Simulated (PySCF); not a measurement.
**AlCNClOF (SMILES O=C=[N][Al]([F])[Cl]) at 5 levels**

Wanted: a comparison of 5 runs (B3LYP/6-31G**, BP86/6-31G*, PBE0/def2-SVP, B3LYP/6-31G*, PBE/pcseg-2) of AlCNClOF. The job is set up through a Python script.

The calculation is run with PySCF 2.14.0.

## 1. The system as given

The species is AlCNClOF (6 atoms), meant as a singlet with charge 0. As SMILES, `O=C=[N][Al]([F])[Cl]`. The coordinates come from a PBE0-D4/def2-TZVP relaxation. This is one conformer, not always the lowest.

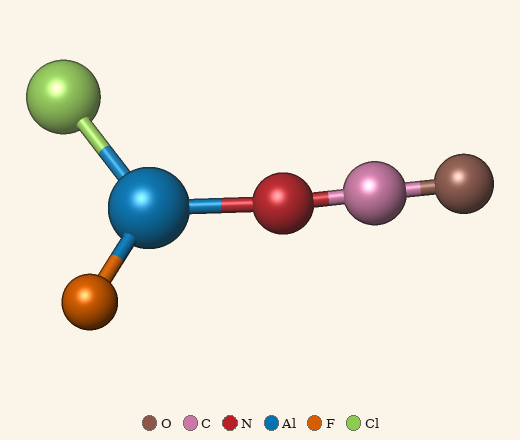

Viewed from a chosen angle; oxygen brown, carbon pink, nitrogen red, aluminium blue, fluorine orange, chlorine green.

## 2. Energy and forces at B3LYP/6-31G(d,p) (spherical functions) (run 1)

File calc.py:

```python
from pyscf import gto, dft

system = gto.Mole()
system.atom = '''
O   -1.726000  -0.301300   2.353900
C   -1.034500  -0.244700   1.421600
N   -0.321400  -0.196300   0.461800
Al   0.694800   0.033100  -0.933400
F    1.379200  -1.268200  -1.642400
Cl   1.050000   1.913400  -1.707800
'''
system.spin = 0
system.charge = 0
system.verbose = 4
system.basis = '6-31g**'
system.max_memory = 1860
system.build()

calc0 = dft.RKS(system, xc='b3lyp')
calc0.grids.level = 5
calc0.conv_tol = 1e-10
calc0.kernel()
if not calc0.converged:
    calc0 = calc0.newton().run(calc0.mo_coeff, calc0.mo_occ)

e_final = calc0.e_tot
print('E(%s) = %.9f' % ('B3LYP', e_final))
grad = calc0.nuc_grad_method().kernel()
dip = calc0.dip_moment()
pop, q = calc0.mulliken_pop()
```

Run with:

```bash
$ OMP_NUM_THREADS=1 python calc.py
```

Log:

```text
PySCF version 2.14.0

[... 76 lines left out ...]
converged SCF energy = -970.743594762493
[... 14 lines left out ...]
Dipole moment(X, Y, Z, Debye):  0.18378,  0.07553, -0.25441
[... 99 lines left out ...]
charge of    5Cl =     -0.21057
```

Wall time 26 s (1 thread of Intel Xeon Platinum 8488C (Sapphire Rapids), shared host); peak memory 0.9 GiB.

## 3. Energy and forces at BP86/6-31G(d) (spherical functions) (run 2)

File run.py:

```python
# O=C=[N][Al]([F])[Cl]
from pyscf import gto, dft

mol = gto.Mole()
mol.atom = '''
O       -1.726000      -0.301300       2.353900
C       -1.034500      -0.244700       1.421600
N       -0.321400      -0.196300       0.461800
Al       0.694800       0.033100      -0.933400
F        1.379200      -1.268200      -1.642400
Cl       1.050000       1.913400      -1.707800
'''
mol.verbose = 4
mol.basis = '6-31g*'
mol.max_memory = 1860
mol.build()

ks = dft.RKS(mol)
ks.xc = 'bp86'
ks.conv_tol = 1e-10
ks.grids.level = 5
ks.kernel()
if not ks.converged:
    ks = ks.newton().run(ks.mo_coeff, ks.mo_occ)

etot = ks.e_tot
print('Final energy', etot)
grad = ks.nuc_grad_method().kernel()
ks.analyze()
```

Run with:

```bash
$ OMP_NUM_THREADS=1 python run.py
```

Log:

```text
PySCF version 2.14.0

[... 98 lines left out ...]
Nuclear Repulsion Energy =             298.716656712186136
[... 13 lines left out ...]
MO #8   energy= -7.0157070766342   occ= 2
[... 11 lines left out ...]
MO #20  energy= -0.453374324491817 occ= 2
[... 11 lines left out ...]
MO #32  energy= -0.0652049433406448 occ= 0
[... 11 lines left out ...]
MO #44  energy= 0.398693741347334  occ= 0
[... 11 lines left out ...]
MO #56  energy= 0.776340739119842  occ= 0
[... 11 lines left out ...]
MO #68  energy= 1.26819848833054   occ= 0
[... 11 lines left out ...]
MO #80  energy= 1.85426091205177   occ= 0
[... 11 lines left out ...]
MO #92  energy= 3.26168131182588   occ= 0
[... 101 lines left out ...]
Dipole moment(X, Y, Z, Debye):  0.16640,  0.02678, -0.22367
```

Run time: 27 s. Hardware: 1 thread of Intel Xeon Platinum 8488C (Sapphire Rapids), shared host; peak memory 0.9 GiB.

## 4. Energy and forces at PBE0/def2-SVP (run 3)

File calc.py:

```python
from pyscf import gto, dft

mol = gto.M(
    atom='''
O     -1.726000    -0.301300     2.353900
C     -1.034500    -0.244700     1.421600
N     -0.321400    -0.196300     0.461800
Al     0.694800     0.033100    -0.933400
F      1.379200    -1.268200    -1.642400
Cl     1.050000     1.913400    -1.707800
''',
    basis='def2-svp',
    max_memory=1860,
    spin=0,
    verbose=3,
)

ks = dft.RKS(mol, xc='pbe0')
ks.conv_tol = 1e-10
ks.grids.level = 5
ks.kernel()
if not ks.converged:
    ks = ks.newton().run(ks.mo_coeff, ks.mo_occ)

energy = ks.e_tot
print(f'total energy: {energy:.8f} hartree')
grad = ks.nuc_grad_method().kernel()
ks.analyze()
```

Run with:

```bash
$ OMP_NUM_THREADS=1 python calc.py
```

Log:

```text
converged SCF energy = -969.792055091595
[... 14 lines left out ...]
MO #4   energy= -19.2706622817535  occ= 2
[... 10 lines left out ...]
MO #15  energy= -1.17339925399461  occ= 2
[... 10 lines left out ...]
MO #26  energy= -0.418246418854987 occ= 2
[... 10 lines left out ...]
MO #37  energy= 0.136929907284607  occ= 0
[... 10 lines left out ...]
MO #48  energy= 0.525705680079974  occ= 0
[... 10 lines left out ...]
MO #59  energy= 0.970968625248049  occ= 0
[... 10 lines left out ...]
MO #70  energy= 1.42805806344776   occ= 0
[... 10 lines left out ...]
MO #81  energy= 2.6456787871795    occ= 0
[... 10 lines left out ...]
MO #92  energy= 3.82729396919766   occ= 0
[... 7 lines left out ...]
Dipole moment(X, Y, Z, Debye):  0.20848,  0.34494, -0.33007
```

Wall time 22 s (1 thread of Intel Xeon Platinum 8488C (Sapphire Rapids), shared host); peak memory 0.9 GiB.

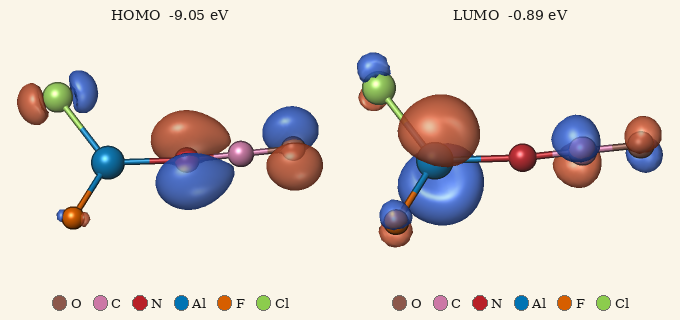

Frontier orbitals of this run, surfaces at ±0.2 Å^-3/2.

Run 4 isn't shown in full; the table further down has it.

## 5. Energy and forces at PBE/pcseg-2 (run 5)

File input.py:

```python
import pyscf.grad
from pyscf import gto, dft

system = gto.M(
    atom='''
O     -1.726000    -0.301300     2.353900
C     -1.034500    -0.244700     1.421600
N     -0.321400    -0.196300     0.461800
Al     0.694800     0.033100    -0.933400
F      1.379200    -1.268200    -1.642400
Cl     1.050000     1.913400    -1.707800
''',
    charge=0,
    verbose=4,
    max_memory=1860,
    basis='pcseg-2',
)

mf = dft.RKS(system)
mf.xc = 'pbe'
mf.conv_tol = 1e-10
mf.grids.level = 5
mf.kernel()
if not mf.converged:
    mf = mf.newton().run(mf.mo_coeff, mf.mo_occ)

e_tot = mf.e_tot
print('E(%s) = %.9f' % ('PBE', e_tot))
grad = mf.Gradients().kernel()
dip = mf.dip_moment()
pop, q = mf.mulliken_pop()
```

Run with:

```bash
$ OMP_NUM_THREADS=1 python input.py
```

Log:

```text
PySCF version 2.14.0

[... 83 lines left out ...]
converged SCF energy = -970.320621676331
[... 14 lines left out ...]
Dipole moment(X, Y, Z, Debye):  0.21026,  0.34256, -0.33221
[... 195 lines left out ...]
charge of    5Cl =     -0.30215
```

It took 2 min on 1 thread of Intel Xeon Platinum 8488C (Sapphire Rapids), shared host; peak memory 2.7 GiB.

## 6. The series

| run | level | Cartesian functions | energy (Eh) | dipole moment (D) | HOMO energy (eV) | LUMO energy (eV) | wall time |
| --- | --- | --- | --- | --- | --- | --- | --- |
| 1 | B3LYP/6-31G** (spherical functions) | no | -970.743595 | 0.32 | -8.68 | -1.27 | 26 s |
| 2 | BP86/6-31G* (spherical functions) | no | -970.767801 | 0.28 | -7.61 | -1.85 | 27 s |
| 3 | PBE0/def2-SVP | no | -969.792055 | 0.52 | -9.05 | -0.89 | 22 s |
| 4 | B3LYP/6-31G* (Cartesian functions) | yes | -970.753262 | 0.33 | -8.68 | -1.28 | 27 s |
| 5 | PBE/pcseg-2 | no | -970.320622 | 0.52 | -7.80 | -1.98 | 2 min |

## 7. Results

```
                       quantity          value
            run 5: total energy  -970.32062 Eh
           run 5: dipole moment         0.52 D
             run 5: HOMO energy       -7.80 eV
             run 5: LUMO energy       -1.98 eV
           run 5: HOMO–LUMO gap        5.82 eV
run 5: largest force on an atom     1.452 eV/Å
```

The dipole moment (its size) runs from 0.28 D (BP86/6-31G*) to 0.52 D (PBE/pcseg-2). The two ends differ in method and basis. The HOMO–LUMO gap runs from 5.77 eV (BP86/6-31G*) to 8.16 eV (PBE0/def2-SVP). Totals of different functionals can't be ranked against each other. All runs together took 3.7 min, the longest 2 min.
